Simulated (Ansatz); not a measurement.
System: CH₆O₂Si···NH₃.

Input

```
crystal:
  periodic: [false, false, false]
  atoms:
    - { symbol: Si, position_ang: [-0.177667, 0.519401, 0.889074] }
    - { symbol: "N", position_ang: [1.667573, -1.814675, -0.083057] }
    - { symbol: O, position_ang: [-0.392303, 0.206315, -0.71955] }
    - { symbol: C, position_ang: [-1.137365, 1.078717, -1.56434] }
    - { symbol: H, position_ang: [1.216819, 0.921854, 1.23981] }
    - { symbol: H, position_ang: [-1.11844, 1.627969, 1.217602] }
    - { symbol: H, position_ang: [0.879526, -2.009046, 0.532827] }
    - { symbol: O, position_ang: [-0.609987, -0.867079, 1.813644] }
    - { symbol: H, position_ang: [1.294797, -1.249226, -0.843048] }
    - { symbol: H, position_ang: [2.338938, -1.240985, 0.424395] }
    - { symbol: H, position_ang: [-1.889748, 1.651767, -1.002313] }
    - { symbol: H, position_ang: [-0.460143, 1.78348, -2.079522] }
    - { symbol: H, position_ang: [-1.655468, 0.472059, -2.320132] }
    - { symbol: H, position_ang: [0.043567, -1.08055, 2.49471] }
basis:
  gaussian: { orbitals: "6-31G*" }
hamiltonian:
  xc: pbe0
  dispersion: d4
relax:
  f_tol: 0.03
  max_steps: 50
output:
  orbitals: {}
```

Command:

```sh
ansatz run input.yaml --threads 2 --pin off --max-ram 3072MiB --backend cpu --events-out ev --progress --plain --runs-dir out
```

The fields are those of the relaxed geometry.

Method: Ansatz, RKS PBE0-D4/6-31G*.

What will maps of the electron density and electron localisation function show?

Answer. Si–O (1.65 Å): the density is about 1.1 e/Å³ at the midpoint; the ELF peaks at about 0.90 between the atoms: a polar covalent bond.

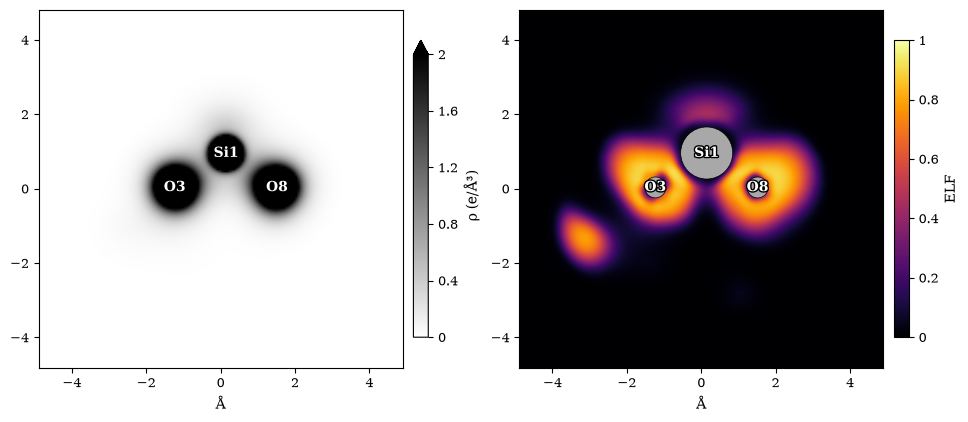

Computed electron density and electron localisation function on the plane of atoms O3, Si1 and O8, in this order. Grey discs cover the atomic cores in the ELF map. 
